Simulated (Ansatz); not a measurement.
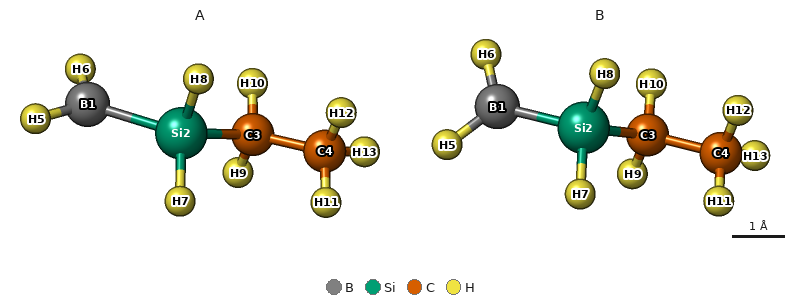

Two geometries of C₂H₉BSi (coarse preliminary run), drawn at one scale. One is the start of a relaxation, the other its converged end. Style: ball-and-stick. Shown from a free direction.

The calculation used Ansatz 0.2.0, RKS PBE-D4/def2-SVP. Set-up: force threshold 0.03 eV/Å; at most 200 steps.

**Which of the two is the end point?**

Structure A is the relaxed one. The start comes from a force field. The atom that moves furthest after the best rigid fit is H5 (0.72 Å). Largest moves by element: H 0.72 Å, B 0.20 Å, Si 0.15 Å, C 0.11 Å. Among the contacts that change: B1–Si2 1.889 → 2.012 Å, C4–H13 0.989 → 1.110 Å, Si2–H8 1.433 → 1.521 Å, Si2–C3 1.842 → 1.905 Å. Bond angles that change, for instance: B1–Si2–C3 108.1° → 115.9°, B1–Si2–H8 110.2° → 103.1°, H11–C4–H13 113.7° → 107.2°. Groups turn about B1–Si2 by about 35°. After 10 accepted moves (12 points after the start) the energy has fallen by 16.9 kcal/mol. The largest force component goes from 6.7 to 0.0052 eV/Å. The line search rejected the trial steps at points 9, 11 of the run. The forces were under the threshold at step 8, but the run went on from there.
